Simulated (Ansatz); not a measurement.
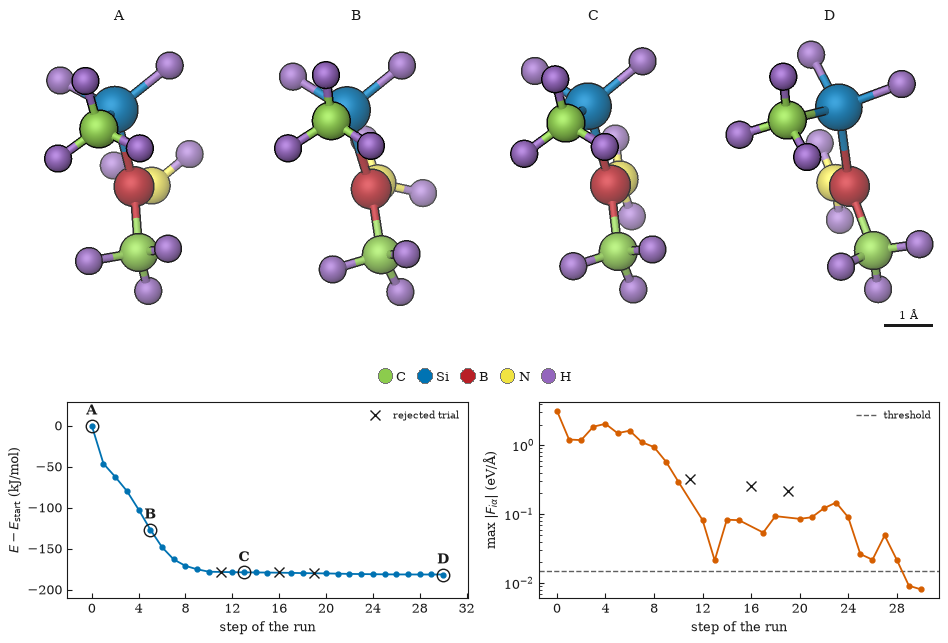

Frames of a relaxation of C2H10BNSi, marked on the history of the run. A ball-and-stick model, seen from a free direction.

The run prepares an end point of a later path (inversion) calculation, from a guessed geometry.

These are results of RKS B3LYP/def2-SVP in Ansatz 0.2.0, not measurements. Settings: no spin polarisation; force threshold 0.015 eV/Å; at most 40 steps.

What happens along the run?

Answer. After 27 accepted moves (30 points after the start) the energy has fallen by 181.6 kJ/mol. Largest force component: 3.2 eV/Å at the start, 0.0081 eV/Å at the end. The line search rejected the trial steps at points 11, 16, 19 of the run. The atom that moves furthest after the best rigid fit is an H atom (1.95 Å). Largest moves by element: H 1.95 Å, N 0.61 Å, C 0.52 Å, Si 0.35 Å, B 0.09 Å. Near-neighbour distances that change, for instance: B–N 1.543 → 1.398 Å, B–Si 1.932 → 2.041 Å, C–H 1.179 → 1.102 Å, C–H 1.162 → 1.105 Å. Bond angles that change, for instance: B–N–H 105.2° → 123.9°, B–N–H 105.1° → 122.9°, H–C–H 115.8° → 107.8°. Groups turn about B–Si by about 50°. The run took 89 s on 2 threads of Intel(R) Xeon(R) Platinum 8488C (Sapphire Rapids), with other jobs on the host, peak memory 0.32 GiB. From step 0 to 5: an H atom moves most (0.88 Å), energy −126.8 kJ/mol. From step 5 to 13: an H atom moves most (0.78 Å), energy −52.2 kJ/mol. From step 13 to 30: H atoms move most (0.87 Å), energy −2.63 kJ/mol.
